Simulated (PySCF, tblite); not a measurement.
# ClH9O3Si4: geometry, infrared bands and NMR shifts

Aim: predict the infrared bands and NMR shifts of ClH9O3Si4 (`[SiH3]O[SiH](O[SiH3])O[SiH2]Cl`).

Computed with tblite 0.8.0 and PySCF 2.14.0, with density-fitted response routines of our own, on a single molecule in the gas phase. Atoms count from 0, in the outputs and in this text.

### Step 1. The starting structure

17 atoms, charge 0, multiplicity 1; geometry from: force field or distance geometry start.

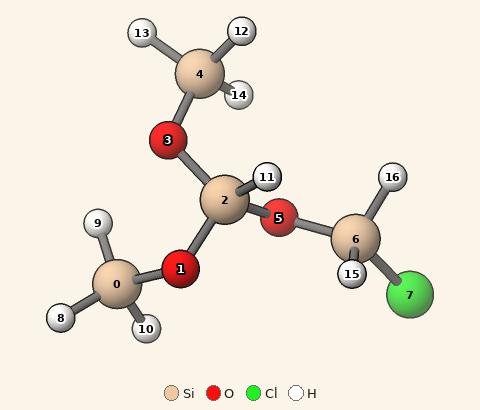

The starting geometry (silicon light orange, oxygen red, chlorine green, hydrogen white), atoms numbered.

### Step 2. Geometry optimisation with GFN2-xTB

The job: settings as JSON, then the geometry in Å.

```
{"job": {"kind": "relax", "xc": "GFN2-xTB", "basis": "xTB"}, "charge": 0, "multiplicity": 1}
Si     2.625100    -1.016100    -0.250100
O      1.210000    -1.098300    -1.262700
Si     0.002100    -0.010100    -0.713200
O      0.784700     1.470100    -0.407800
Si    -0.128200     2.581500     0.499800
O     -0.825300    -0.659100     0.646200
Si    -2.232200    -1.514800     0.181400
Cl    -2.829300    -2.898200     1.639500
H      3.847600    -1.351200    -0.999500
H      2.711600     0.272800     0.447500
H      2.412800    -2.041000     0.791200
H     -1.055300     0.179100    -1.747600
H     -1.259500     3.155700    -0.234200
H      0.786500     3.709000     0.805200
H     -0.650100     1.954300     1.697700
H     -2.080000    -2.185000    -1.106500
H     -3.327300    -0.536600     0.003200
```

Command:

```console
$ OMP_NUM_THREADS=1 python probes_run.py task.json out
```

One launch serves the whole session: the jobs run in the order shown.

The program printed:

```text
step      E/eV     max force
  0    -777.95033    2.993
  1    -778.35081    2.160
  2    -778.79726    2.126
  3    -778.89191    0.805
  4    -778.98301    0.861
  5    -779.05893    1.041
  6    -779.16377    0.936
  7    -779.25017    0.708
  8    -779.29526    0.475
  9    -779.32607    0.416
 10    -779.35718    0.420
 11    -779.39448    0.578
 12    -779.44060    0.640
 13    -779.49279    0.522
 14    -779.53103    0.344
 15    -779.54602    0.281
 16    -779.55795    0.318
 17    -779.57750    0.363
 18    -779.60037    0.361
 19    -779.62030    0.298
 20    -779.63230    0.227
 21    -779.64100    0.219
 22    -779.64974    0.237
 23    -779.66254    0.278
 24    -779.67692    0.274
 25    -779.68768    0.193
 26    -779.69410    0.176
 27    -779.69958    0.220
 28    -779.70580    0.222
 29    -779.71238    0.169
 30    -779.71628    0.122
 31    -779.71847    0.145
 32    -779.72022    0.119
 33    -779.72286    0.132
 34    -779.72505    0.132
 35    -779.72684    0.111
 36    -779.72796    0.074
 37    -779.72883    0.065
 38    -779.72971    0.077
 39    -779.73072    0.085
 40    -779.73180    0.093
 41    -779.73296    0.103
 42    -779.73403    0.084
 43    -779.73473    0.062
 44    -779.73506    0.045
 45    -779.73529    0.055
 46    -779.73561    0.051
 47    -779.73651    0.098
 48    -779.73745    0.122
 49    -779.73866    0.099
 50    -779.73978    0.072
 51    -779.74110    0.066
 52    -779.74066    0.129
 53    -779.74401    0.128
 54    -779.74592    0.124
 55    -779.73712    0.325
 56    -779.74950    0.090
 57    -779.75114    0.078
 58    -779.75174    0.174
 59    -779.75449    0.056
 60    -779.75512    0.052
 61    -779.75606    0.052
 62    -779.75654    0.048
 63    -779.75772    0.050
 64    -779.75829    0.055
 65    -779.75892    0.049
 66    -779.75924    0.069
 67    -779.75960    0.057
 68    -779.76012    0.036
 69    -779.76062    0.042
 70    -779.76101    0.045
 71    -779.76130    0.054
 72    -779.76166    0.065
 73    -779.76219    0.058
 74    -779.76280    0.049
 75    -779.76338    0.053
 76    -779.76398    0.059
 77    -779.76484    0.091
 78    -779.76646    0.123
 79    -779.76952    0.162
 80    -779.77393    0.189
 81    -779.77902    0.235
 82    -779.78087    0.227
 83    -779.78481    0.189
 84    -779.78655    0.243
 85    -779.78928    0.117
 86    -779.79245    0.105
 87    -779.79817    0.230
 88    -779.80244    0.167
 89    -779.80405    0.092
 90    -779.80494    0.122
 91    -779.80590    0.133
 92    -779.80695    0.105
 93    -779.80948    0.081
 94    -779.81027    0.079
 95    -779.81184    0.093
 96    -779.81347    0.098
 97    -779.81543    0.117
 98    -779.81715    0.125
 99    -779.81855    0.111
100    -779.82011    0.121
101    -779.82181    0.149
102    -779.82474    0.204
103    -779.82861    0.194
104    -779.83307    0.126
105    -779.83471    0.105
106    -779.83634    0.095
107    -779.83735    0.071
108    -779.83810    0.062
109    -779.83874    0.056
110    -779.83939    0.063
111    -779.84028    0.061
112    -779.84089    0.050
113    -779.84127    0.034
114    -779.84145    0.032
115    -779.84163    0.030
116    -779.84184    0.035
117    -779.84209    0.037
118    -779.84227    0.026
119    -779.84236    0.019
120    -779.84241    0.016
121    -779.84245    0.015
122    -779.84252    0.024
123    -779.84264    0.029
124    -779.84278    0.023
125    -779.84288    0.021
126    -779.84296    0.022
127    -779.84304    0.024
128    -779.84318    0.035
129    -779.84344    0.046
130    -779.84385    0.053
131    -779.84431    0.054
132    -779.84468    0.051
133    -779.84496    0.051
134    -779.84520    0.047
135    -779.84544    0.044
136    -779.84568    0.044
137    -779.84593    0.043
138    -779.84615    0.052
139    -779.84634    0.038
140    -779.84649    0.032
141    -779.84662    0.031
142    -779.84674    0.028
143    -779.84682    0.022
144    -779.84686    0.016
145    -779.84689    0.010
```

Wall time 3 s (1 thread of Arm Neoverse N1, shared host); peak memory 0.18 GiB.

Step by step: (not every step is listed)

```csv
step,energy from step 0 (eV),largest force (eV/Å)
0,0.0000,2.9925
1,-0.4005,2.1603
2,-0.8469,2.1258
3,-0.9416,0.8050
4,-1.0327,0.8614
5,-1.1086,1.0409
6,-1.2134,0.9362
7,-1.2998,0.7080
8,-1.3449,0.4753
21,-1.6907,0.2188
34,-1.7747,0.1319
47,-1.7862,0.0978
60,-1.8048,0.0524
73,-1.8119,0.0583
86,-1.8421,0.1049
99,-1.8682,0.1114
112,-1.8906,0.0502
125,-1.8926,0.0207
138,-1.8958,0.0515
140,-1.8962,0.0318
141,-1.8963,0.0315
142,-1.8964,0.0282
143,-1.8965,0.0224
144,-1.8965,0.0158
145,-1.8966,0.0098
```

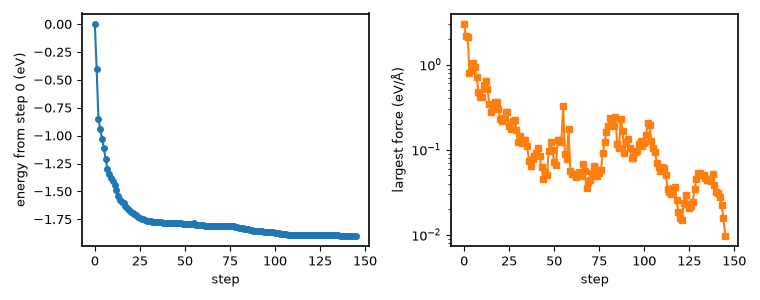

Energy and largest force along the relaxation.

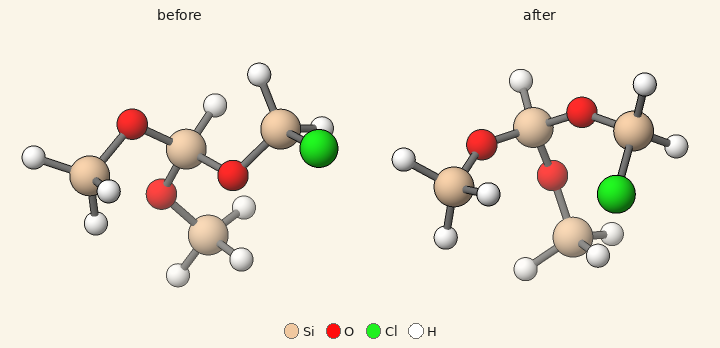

Before and after, at one scale.

Close pairs (by a distance rule), those that changed most:

```csv
bond,before (Å),after (Å),change (Å)
Si0–O1,1.742,1.627,-0.115
O1–Si2,1.716,1.606,-0.110
O5–Si6,1.711,1.611,-0.100
Si6–Cl7,2.097,1.998,-0.098
Si2–O5,1.719,1.621,-0.098
Si2–O3,1.702,1.609,-0.093
O3–Si4,1.701,1.624,-0.076
Si2–H11,1.491,1.439,-0.052
```

The end geometry stands in the next job.

### Step 3. Harmonic vibrations with GFN2-xTB

The job: settings as JSON, then the geometry in Å.

```
{"job": {"kind": "ir", "xc": "GFN2-xTB", "basis": "xTB"}, "charge": 0, "multiplicity": 1}
Si     2.478654    -0.984181     0.071891
O      1.424905    -0.500357    -1.069522
Si    -0.007436     0.125949    -1.436725
O     -0.238598     1.530150    -0.686970
Si    -0.325342     2.346918     0.714389
O     -1.166442    -0.911033    -0.980796
Si    -2.187359    -1.433716     0.150257
Cl    -1.230695    -1.789078     1.868472
H      3.525912    -1.608843    -0.733027
H      2.944996     0.202283     0.791275
H      1.825387    -1.927918     0.976446
H     -0.107381     0.317243    -2.859619
H     -1.384304     3.322242     0.460768
H      0.986865     2.961077     0.916533
H     -0.669890     1.453039     1.821208
H     -2.682223    -2.683999    -0.405406
H     -3.194046    -0.407746     0.390917
```

The program printed:

```text
mode    cm-1     km/mol
  1     -33.0      0.24
  2     -15.5      0.69
  3      23.3      1.25
  4      30.8      0.15
  5      48.8      0.25
  6      55.8      0.26
  7      74.3      0.02
  8      84.1      1.44
  9     112.2      7.51
 10     192.9     20.05
 11     253.9     10.33
 12     258.3     14.42
 13     355.3    103.26
 14     490.3     34.19
 15     512.5     69.02
 16     532.1     18.60
 17     586.0     43.84
 18     598.4     51.99
 19     600.6     18.77
 20     605.4     46.82
 21     623.7     43.53
 22     629.2     41.28
 23     636.0     34.39
 24     694.8    223.88
 25     720.4    178.21
 26     746.7    331.10
 27     750.9      7.29
 28     763.4    511.43
 29     776.3    306.42
 30     783.7    128.96
 31     785.0    172.83
 32     807.3    297.20
 33     830.0    442.26
 34    1070.7    613.02
 35    1087.7    614.86
 36    1123.7    421.85
 37    2240.2     94.13
 38    2244.8    511.63
 39    2258.9    405.86
 40    2268.9    400.31
 41    2273.0    106.37
 42    2281.2     80.32
 43    2290.1    317.02
 44    2324.5    145.79
 45    2481.0    249.54
```

It took 1.8 s on 1 thread of Arm Neoverse N1, shared host; peak memory 0.18 GiB.

Which atoms move in the most intense modes:

```csv
cm⁻¹,km/mol,atoms
763,511.4,"H13 25 %, H12 24 %, H8 23 %"
830,442.3,"H12 17 %, H13 15 %, H14 14 %, H8 14 %"
1071,613.0,"O5 48 %, O3 17 %, Si2 14 %"
1088,614.9,"O1 39 %, O3 33 %, Si2 19 %"
1124,421.9,"O5 29 %, O1 28 %, O3 27 %"
2245,511.6,"H9 49 %, H14 39 %"
2259,405.9,"H13 60 %, H12 18 %"
2269,400.3,"H10 54 %, H8 37 %"
```

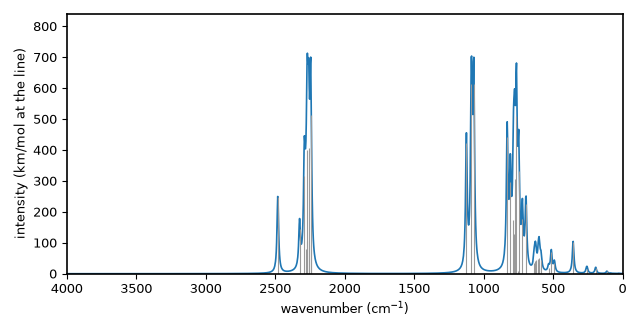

The infrared spectrum from these modes, unscaled. Lines are broadened to a width of 14 cm⁻¹ (Lorentzian).

### Step 4. Shielding tensors: PBE0/pcSseg-1

The job, as its differences from that of step 3:

```diff
@@ -1,2 +1,2 @@
-{"job": {"kind": "ir", "xc": "GFN2-xTB", "basis": "xTB"}, "charge": 0, "multiplicity": 1}
+{"job": {"kind": "nmr", "xc": "PBE0", "basis": "pcSseg-1"}, "charge": 0, "multiplicity": 1}
 Si     2.478654    -0.984181     0.071891
```

Level: GIAO PBE0/pcSseg-1 NMR shielding, non-relativistic, gas phase.

The program printed:

```text
coarse grid: 16960 points
cycle   1  E = -1848.2491391193  dE =  1.045e+00  |g| = 1.220e+00  |ddm| = 3.934e+00
cycle   2  E = -1847.8856958254  dE =  3.634e-01  |g| = 1.847e+00  |ddm| = 2.129e+00
cycle   3  E = -1848.5001404354  dE = -6.144e-01  |g| = 1.019e-01  |ddm| = 1.477e+00
cycle   4  E = -1848.5022071257  dE = -2.067e-03  |g| = 4.191e-02  |ddm| = 1.550e-01
cycle   5  E = -1848.5025808077  dE = -3.737e-04  |g| = 8.944e-03  |ddm| = 4.980e-02
cycle   6  E = -1848.5025942938  dE = -1.349e-05  |g| = 3.787e-03  |ddm| = 9.817e-03
cycle   7  E = -1848.5025966344  dE = -2.341e-06  |g| = 9.438e-04  |ddm| = 2.824e-03
final grid: 141424 points
cycle   8  E = -1848.5764742019  dE = -1.397e-05  |g| = 1.129e-02  |ddm| = 1.683e-02
cycle   9  E = -1848.5764501078  dE =  2.409e-05  |g| = 1.623e-02  |ddm| = 1.617e-02
cycle  10  E = -1848.5764938957  dE = -4.379e-05  |g| = 5.891e-04  |ddm| = 1.021e-02
cycle  11  E = -1848.5764939475  dE = -5.184e-08  |g| = 1.080e-04  |ddm| = 5.565e-04
cycle  12  E = -1848.5764939497  dE = -2.200e-09  |g| = 4.423e-05  |ddm| = 1.365e-04
cycle  13  E = -1848.5764939501  dE = -3.279e-10  |g| = 1.438e-05  |ddm| = 3.748e-05
converged SCF energy = -1848.5764939501

GIAO shielding tensors (ppm)
atom      isotropic    diamagn.    paramagn.     s11        s22        s33       span
  0 Si     392.411     880.894    -488.483    358.717    360.972    457.544     98.827
  1 O      281.818     402.126    -120.308    246.384    298.387    300.683     54.299
  2 Si     428.224     883.094    -454.870    416.200    430.380    438.092     21.892
  3 O      284.039     402.426    -118.386    249.724    294.021    308.373     58.650
  4 Si     392.102     881.230    -489.128    355.312    362.446    458.549    103.238
  5 O      233.804     402.823    -169.019    194.784    239.262    267.366     72.582
  6 Si     379.351     880.339    -500.988    360.348    378.051    399.654     39.306
  7 Cl     899.297    1151.881    -252.584    740.118    954.705   1003.068    262.951
  8 H       26.551      28.801      -2.250     22.722     24.504     32.426      9.704
  9 H       26.431      31.196      -4.764     22.937     25.243     31.114      8.178
 10 H       26.239      31.683      -5.444     21.679     27.491     29.548      7.869
 11 H       27.649      29.562      -1.913     24.053     24.181     34.715     10.662
 12 H       26.557      29.444      -2.887     23.027     24.431     32.213      9.186
 13 H       26.422      30.406      -3.985     22.970     24.642     31.653      8.684
 14 H       26.284      32.746      -6.462     21.888     27.579     29.386      7.498
 15 H       26.335      27.828      -1.493     21.891     24.373     32.741     10.850
 16 H       26.178      29.712      -3.535     22.599     24.227     31.708      9.110
```

Wall time 71 s (1 thread of Arm Neoverse N1, shared host); peak memory 0.97 GiB.

Shifts follow as δ = σ(reference) − σ, with reference shieldings (ppm) from runs at the same level and on the same kind of geometry: 1H TMS 31.72, 29Si TMS 349.2, 17O H2O 336.1, 35Cl HCl 950. The references are single molecules in the gas phase, so shifts against H2O, NH3, PH3, H3PO4 or CFCl3 are not on the usual liquid scales and can be off by tens of ppm. Atoms listed in one row are averaged.

```csv
atoms,environment,σ (ppm),δ (ppm)
"H15, H16","hydrogen on a silicon bonded to Cl, O",26.26,5.46
"H8, H9, H10, H12, H13, H14",hydrogen on a silicon bonded to O,26.41,5.30
H11,hydrogen on a silicon bonded to 3 O,27.65,4.07
Si6,"silicon bonded to Cl, O, 2 H",379.4,-30.2
"Si0, Si4","silicon bonded to O, 3 H",392.3,-43.1
Si2,"silicon bonded to 3 O, H",428.2,-79.1
O5,oxygen bonded to 2 Si,233.8,102.3
"O1, O3",oxygen bonded to 2 Si,282.9,53.2
Cl7,chlorine bonded to Si,899,50
```

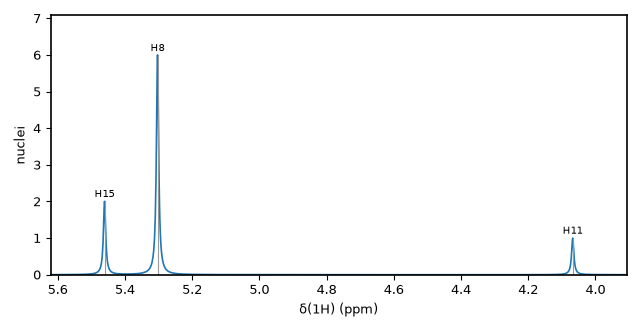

1H lines at the computed shifts, without couplings. Lines are broadened to a width of 0.01 ppm (Lorentzian).

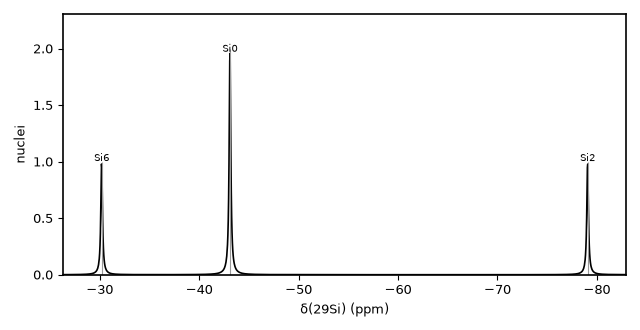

29Si lines at the computed shifts, without couplings. Lines are broadened to a width of 0.20 ppm (Lorentzian).

Charges from the same density, by scheme (e):

```csv
atoms,Mulliken,IAO,Hirshfeld,ESP fit
"Si0, Si4",0.70,0.88,0.39,0.58
"O1, O3",-0.73,-0.89,-0.30,-0.45
Si2,1.27,1.48,0.52,0.76
O5,-0.71,-0.89,-0.30,-0.39
Si6,0.84,1.03,0.41,0.45
Cl7,-0.32,-0.31,-0.09,-0.18
```

ESP fit charges:

Si0 0.59; O1 -0.45; Si2 0.76; O3 -0.45; Si4 0.57; O5 -0.39; Si6 0.45; Cl7 -0.18; H8 -0.12; H9 -0.12; H10 -0.10; H11 -0.12; H12 -0.12; H13 -0.11; H14 -0.12; H15 -0.06; H16 -0.05

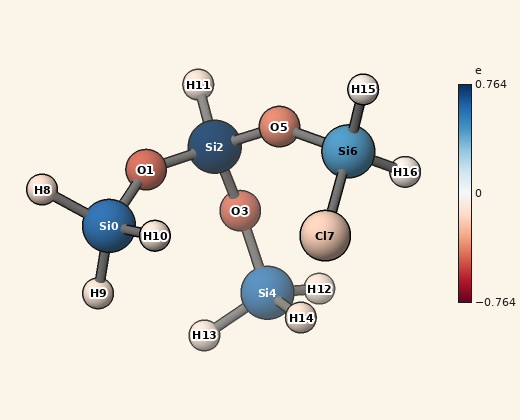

ESP fit charges, as colours on the atoms.

Mayer bond orders: Si0–O1 0.90, O1–Si2 0.99, Si2–O3 0.95, O3–Si4 0.90, Si2–O5 0.92, O5–Si6 0.98, Si6–Cl7 0.99.

### Step 5. Outcome

| quantity | value |
| --- | --- |
| strongest single infrared mode (GFN2-xTB) | 1088 cm⁻¹, 615 km/mol |
| zero-point energy (GFN2-xTB) | 55.6 kcal/mol |
| 1H shifts against TMS (PBE0/pcSseg-1, means over atoms taken as alike) | 5.46, 5.30, 4.07 ppm |
| 29Si shifts against TMS (PBE0/pcSseg-1, means over atoms taken as alike) | -30.2, -43.1, -79.1 ppm |
| 17O shifts against H2O (PBE0/pcSseg-1, means over atoms taken as alike) | 102.3, 53.2 ppm |
| 35Cl shifts against HCl (PBE0/pcSseg-1) | 50 ppm |

**Reading.** The optimisation took 145 steps and gained 1.897 eV; among the close pairs (by a distance rule), Si0–O1 changed most, from 1.742 to 1.627 Å. The lowest mode is imaginary (33i cm⁻¹), so the xTB geometry is not a minimum. The strongest single mode, at 1088 cm⁻¹, moves mainly O1 and O3. Unscaled tight-binding wavenumbers are off by several per cent, some by more. Its intensities can rank the bands wrongly. At PBE0/pcSseg-1: The widest tensor belongs to Cl7: span 263 ppm, with a paramagnetic part of -253 ppm.
